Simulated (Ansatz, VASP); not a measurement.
# Cross-check of Pb (Pb(110)) between VASP and Ansatz

Aim: how closely do two programs agree when they are given the same cell, functional and k mesh?

Calculated with Ansatz 0.2.0; plane waves, with VASP 6.6.1 beside it; band structure at r2SCAN.

## Step 1: Starting point

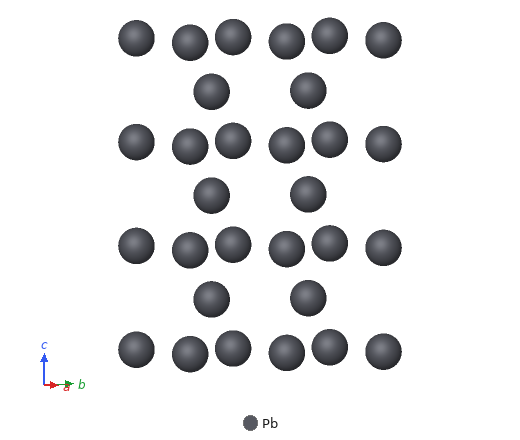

The starting structure, seen from the side, with the c axis up (lead dark grey). 1×2×1 cells are drawn. Some periodic images of atoms are drawn too.

The cell holds 7 atoms: 7 Pb. Its edges and angles: a = 4.950 Å, b = 3.500 Å, c = 28.501 Å, α = 90.0°, β = 90.0°, γ = 90.0°. Vacuum lies along c.

## Step 2: VASP: band structure, r2SCAN

The same path points are solved in both programs, so levels can be compared one by one.

Lines of VASP's logs that name or quote its potential files are left out, and so is its time.

Contents of INCAR:

```
SYSTEM = Pb
PREC = Normal
ENCUT = 300
EDIFF = 1E-06
NELM = 120
ISMEAR = -1
SIGMA = 0.1
LREAL = .FALSE.
ALGO = Normal
METAGGA = R2SCAN
LASPH = .TRUE.
NBANDS = 32
LORBIT = 11
LWAVE = .FALSE.
LCHARG = .TRUE.
IDIPOL = 3
LDIPOL = .TRUE.
DIPOL = 0.5 0.5 0.5
LVHAR = .TRUE.
LVACPOTAV = .TRUE.
LELF = .TRUE.
NEDOS = 1500
```

Contents of POSCAR:

```
Pb
1.0
    4.9500000000      0.0000000000      0.0000000000
    0.0000000000      3.5001785669      0.0000000000
    0.0000000000      0.0000000000     28.5005357006
Pb
7
Direct
    0.0000000000      0.0000000000      0.3157835381
    0.5000000000      0.5000000000      0.3771890254
    0.0000000000      0.0000000000      0.4385945127
    0.5000000000      0.5000000000      0.5000000000
    0.0000000000      0.0000000000      0.5614054873
    0.5000000000      0.5000000000      0.6228109746
    0.0000000000      0.0000000000      0.6842164619
```

Contents of KPOINTS:

```
Automatic mesh
0
Gamma
8 12 1
0 0 0
```

Contents of KPOINTS_OPT:

```
Line mode
14
Line-mode
Reciprocal
  0.00000000   0.00000000   0.00000000 GAMMA
 -0.50000000   0.00000000   0.00000000 X

 -0.50000000   0.00000000   0.00000000 X
 -0.50000000  -0.50000000   0.00000000 S

 -0.50000000  -0.50000000   0.00000000 S
  0.00000000  -0.50000000   0.00000000 Y

  0.00000000  -0.50000000   0.00000000 Y
  0.00000000   0.00000000   0.00000000 GAMMA

  0.00000000   0.00000000   0.00000000 GAMMA
 -0.50000000  -0.50000000   0.00000000 S
```

PAW data sets: Pb (PBE family, release 64).

Command:

```console
$ mpirun -np 2 vasp_std
```

Numbers of over 12 decimals in the logs are rounded to 6 here.

Log:

```text
[banner, memory and clock lines left out]
running    2 mpi-ranks, on    1 nodes
 distrk:  each k-point on    2 cores,    1 groups
 distr:  one band on    1 cores,    2 groups

 POSCAR found type information on POSCAR Pb
 POSCAR found :  1 types and       7 ions
|                                                                             |
|               ----> ADVICE to this user running VASP <----                  |
|                                                                             |
|     You enforced a specific xc type in the INCAR file but a different       |
|     [... a line on the potential file left out ...]
|     I HOPE YOU KNOW WHAT YOU ARE DOING!                                     |
|                                                                             |

 LDA part: xc-table for (None), standard interpolation
 POSCAR, INCAR and KPOINTS ok, starting setup
 FFT: planning ... GRIDC
 FFT: planning ... GRID_SOFT
 FFT: planning ... GRID
 WAVECAR not read
 entering main loop
       N       E                     dE             d eps       ncg     rms          rms(c)
DAV:   1    -0.254327815386E+03   -0.25433E+03   -0.57414E+03  2240   0.400E+02
DAV:   2    -0.379156862655E+03   -0.12483E+03   -0.11728E+03  3144   0.875E+01
DAV:   3    -0.393511823034E+03   -0.14355E+02   -0.14111E+02  2824   0.338E+01
DAV:   4    -0.394167530847E+03   -0.65571E+00   -0.65537E+00  2952   0.741E+00
DAV:   5    -0.394177350864E+03   -0.98200E-02   -0.98197E-02  2912   0.108E+00    0.117E+01
DAV:   6    -0.393259608732E+03    0.91774E+00   -0.42200E-01  2656   0.262E+00    0.761E+00
DAV:   7    -0.393379264152E+03   -0.11966E+00   -0.55097E-01  2592   0.267E+00    0.111E+00
DAV:   8    -0.393274950242E+03    0.10431E+00   -0.37004E-01  2816   0.193E+00    0.378E-01
DAV:   9    -0.393282562646E+03   -0.76124E-02   -0.32820E-02  2328   0.647E-01    0.502E-01
DAV:  10    -0.393283602376E+03   -0.10397E-02   -0.29841E-03  2576   0.184E-01    0.620E-01
DAV:  11    -0.393283325825E+03    0.27655E-03   -0.28408E-04  2360   0.594E-02    0.670E-01
DAV:  12    -0.393284458090E+03   -0.11323E-02   -0.81301E-03  2656   0.280E-01    0.405E-01
DAV:  13    -0.393284410966E+03    0.47124E-04   -0.72081E-04  2520   0.812E-02    0.268E-01
DAV:  14    -0.393284383374E+03    0.27592E-04   -0.20389E-05  2672   0.166E-02    0.282E-01
[...]
DAV:  25    -0.393287491872E+03   -0.76614E-05   -0.14957E-06  2080   0.510E-03    0.213E-02
DAV:  26    -0.393287495957E+03   -0.40850E-05   -0.91599E-07  1968   0.446E-03    0.594E-03
DAV:  27    -0.393287501032E+03   -0.50748E-05   -0.45358E-07  2136   0.306E-03    0.236E-03
DAV:  28    -0.393287506756E+03   -0.57236E-05   -0.47936E-07  2368   0.280E-03    0.550E-04
DAV:  29    -0.393287508511E+03   -0.17556E-05   -0.27330E-07  2184   0.216E-03    0.115E-03
DAV:  30    -0.393287511435E+03   -0.29242E-05   -0.17426E-07  2064   0.198E-03    0.128E-03
DAV:  31    -0.393287512807E+03   -0.13716E-05   -0.21267E-07  2112   0.201E-03    0.364E-04
DAV:  32    -0.393287512945E+03   -0.13806E-06   -0.17774E-08  1776   0.679E-04
|                                                                             |
|           W    W    AA    RRRRR   N    N  II  N    N   GGGG   !!!           |
|           W    W   A  A   R    R  NN   N  II  NN   N  G    G  !!!           |
|           W    W  A    A  R    R  N N  N  II  N N  N  G       !!!           |
|           W WW W  AAAAAA  RRRRR   N  N N  II  N  N N  G  GGG   !            |
|           WW  WW  A    A  R   R   N   NN  II  N   NN  G    G                |
|           W    W  A    A  R    R  N    N  II  N    N   GGGG   !!!           |
|                                                                             |
|     Did not find any points to average over, which means that no vacuum     |
|     field-free region was found. Please increase the size of  your cell     |
|     in the dimension of the dipole correction to obtain accurate            |
|     workfunction values.                                                    |
|                                                                             |

   1 F= -.39328751E+03 E0= -.39322193E+03  d E =-.131167E+00
 Start KPOINTS_OPT (optional k-point list driver)
k-point batch [1-35\70]
       N       E                     dE             ncg
DAV:   1    -0.625012703771E+03   -0.15482E+05     2240
DAV:   2    -0.478516814495E+04   -0.41602E+04     3120
DAV:   3    -0.527579733920E+04   -0.49063E+03     2792
DAV:   4    -0.529754136282E+04   -0.21744E+02     3128
DAV:   5    -0.529790539442E+04   -0.36403E+00     3000
DAV:   6    -0.529791896770E+04   -0.13573E-01     3144
DAV:   7    -0.529791939320E+04   -0.42551E-03     2984
DAV:   8    -0.529791941252E+04   -0.19318E-04     2848
DAV:   9    -0.529791941328E+04   -0.75297E-06     2008
k-point batch [36-70\70]
       N       E                     dE             ncg
DAV:   1    -0.145688004153E+02   -0.14300E+05     2240
DAV:   2    -0.452168757579E+04   -0.45071E+04     3184
DAV:   3    -0.504011654747E+04   -0.51843E+03     2680
DAV:   4    -0.506042444549E+04   -0.20308E+02     2944
DAV:   5    -0.506072655788E+04   -0.30211E+00     2952
DAV:   6    -0.506073712333E+04   -0.10565E-01     2960
DAV:   7    -0.506073746549E+04   -0.34216E-03     3008
DAV:   8    -0.506073748013E+04   -0.14640E-04     2536
DAV:   9    -0.506073748069E+04   -0.56047E-06     1904
```

From OUTCAR (step 2):

```text
ion  position               nearest neighbor table
   1  0.000  0.000  0.316-   3 3.50   2 3.50   2 3.50   2 3.50   2 3.50
   2  0.500  0.500  0.377-   4 3.50   3 3.50   1 3.50   1 3.50   3 3.50   1 3.50   3 3.50   1 3.50
                             3 3.50
   3  0.000  0.000  0.439-   1 3.50   5 3.50   4 3.50   2 3.50   2 3.50   4 3.50   2 3.50   4 3.50
                             2 3.50   4 3.50
   4  0.500  0.500  0.500-   2 3.50   6 3.50   5 3.50   3 3.50   3 3.50   5 3.50   3 3.50   5 3.50
                             3 3.50   5 3.50
   5  0.000  0.000  0.561-   3 3.50   7 3.50   6 3.50   4 3.50   4 3.50   6 3.50   4 3.50   6 3.50
                             4 3.50   6 3.50
   6  0.500  0.500  0.623-   4 3.50   5 3.50   7 3.50   5 3.50   7 3.50   5 3.50   7 3.50   5 3.50
                             7 3.50
   7  0.000  0.000  0.684-   5 3.50   6 3.50   6 3.50   6 3.50   6 3.50

  LATTYP: Found a simple orthorhombic cell.
 ALAT       =     3.5001785669
 B/A-ratio  =     1.4142135624
 C/A-ratio  =     8.1425947722

 Subroutine GETGRP returns: Found  8 space group operations
 (whereof  8 operations were pure point group operations)

The static configuration has the point symmetry D_2h.

 Found     35 irreducible k-points:

   k-points           NKPTS =     35   k-points in BZ     NKDIM =     35   number of bands    NBANDS=     32

   dimension x,y,z NGX =    24 NGY =   16 NGZ =  126
   dimension x,y,z NGXF=    48 NGYF=   32 NGZF=  252

   ENCUT  =  300.0 eV  22.05 Ry    4.70 a.u.   6.99  4.94 40.25*2*pi/ulx,y,z

   NELECT =      28.0000    total number of electrons

 k-points in reciprocal lattice and weights: Automatic mesh
   0.00000000  0.00000000  0.00000000       0.010
   0.12500000  0.00000000  0.00000000       0.021
   0.25000000  0.00000000  0.00000000       0.021
   0.37500000  0.00000000  0.00000000       0.021
   0.50000000  0.00000000  0.00000000       0.010
   0.00000000  0.08333333  0.00000000       0.021
   0.12500000  0.08333333  0.00000000       0.042
   0.25000000  0.08333333  0.00000000       0.042
   0.37500000  0.08333333  0.00000000       0.042
[...]
0.37500000  0.50000000  0.00000000       0.021
   0.50000000  0.50000000  0.00000000       0.010

 dipolmoment           0.000000      0.000000     -0.000000 electrons x Angstroem

 average (electrostatic) potential at core
       1 -52.0068       2 -51.8187       3 -51.9400       4 -51.9736       5 -51.9400
       6 -51.8187       7 -52.0068

 E-fermi :  -0.0238

 k-point     1 :       0.0000    0.0000    0.0000
  band No.  band energies     occupation
    ...
      9      -2.3871      2.00000
     10      -1.5992      2.00000
     11      -1.3822      2.00000
     12      -1.1400      1.99997
     13      -0.4216      1.96321
     14       0.1263      0.36459
     15       0.5087      0.00969
     16       1.1241      0.00002
     17       2.1567      0.00000
     18       2.3505      0.00000
    ...

 k-point     2 :       0.1250    0.0000    0.0000
  band No.  band energies     occupation
    ...
      9      -2.6629      2.00000
     10      -2.4838      2.00000
     11      -1.4927      2.00000
     12      -0.4997      1.98299
     13      -0.3413      1.91976
     14       0.2115      0.17367
     15       1.2051      0.00001
     16       1.2554      0.00001
     17       1.7558      0.00000
     18       2.4793      0.00000
    ...

 k-point     3 :       0.2500    0.0000    0.0000
  band No.  band energies     occupation
    ...
      8      -3.3110      2.00000
      9      -3.0729      2.00000
     10      -2.1092      2.00000
     11      -1.6661      2.00000
     12      -0.8540      1.99950
     13       0.3602      0.04207
     14       0.8398      0.00035
     15       1.6602      0.00000
     16       2.0951      0.00000
     17       2.1195      0.00000
    ...

  Total       -1.5931021     -1.3827065     -1.1585332      0.0000000      0.0000000      0.0000000
  in kB       -5.1689909     -4.4863399     -3.7589853      0.0000000      0.0000000      0.0000000
  external PRESSURE =      -4.4714387 kB  Pullay stress =       0.0000000 kB

  energy-cutoff  :      300.00
  volume of cell :      493.80
      direct lattice vectors                 reciprocal lattice vectors
     4.950000000  0.000000000  0.000000000     0.202020202  0.000000000  0.000000000
     0.000000000  3.500178567  0.000000000     0.000000000  0.285699710  0.000000000
     0.000000000  0.000000000 28.500535701     0.000000000  0.000000000  0.035087060

 POSITION                                       TOTAL-FORCE (eV/Angst)
 -----------------------------------------------------------------------------------
      0.00000      0.00000      9.00000         0.000000     -0.000000      0.405300
      2.47500      1.75009     10.75009         0.000000      0.000000     -0.327771
      0.00000      0.00000     12.50018         0.000000      0.000000     -0.230604
      2.47500      1.75009     14.25027         0.000000     -0.000000      0.000000
      0.00000      0.00000     16.00036        -0.000000     -0.000000      0.230604
      2.47500      1.75009     17.75045        -0.000000     -0.000000      0.327771
      0.00000      0.00000     19.50054         0.000000     -0.000000     -0.405300
 -----------------------------------------------------------------------------------
    total drift:                               -0.000000     -0.000000     -0.000000

  FREE ENERGIE OF THE ION-ELECTRON SYSTEM (eV)
  ---------------------------------------------------
  free  energy   TOTEN  =      -393.2875129450 eV

  energy  without entropy=     -393.1563456485  energy(sigma->0) =     -393.22192930

 vacuum level on the upper side and lower side of the slab         3.730         3.730

 total charge
# of ion       s       p       d       tot
------------------------------------------
    1        1.686   1.218   0.041   2.945
    2        1.694   1.326   0.066   3.086
    3        1.704   1.320   0.073   3.097
    4        1.709   1.310   0.076   3.094
    5        1.704   1.320   0.073   3.097
    6        1.694   1.326   0.066   3.086
    7        1.686   1.218   0.041   2.945
--------------------------------------------------
tot         11.876   9.040   0.435  21.351

[... 3 further parts left out ...]
```

The data set Pb keeps the semicore shell frozen, which is cheaper and a little less accurate.

(Continued in part 2 of 2.)

[Lines on the potential files, build, host, timing and source positions are cut from VASP's logs without a mark.]

[Logs are printed without paths, hosts, clocks, repeated set-up lines and the standing remarks that a program may print on its own settings, such as how far it seeks lower states.]

[Hosts, paths, dates, database ids (printed as entryN), source tags and the programs' standing remarks are cut or masked in the printed files.]
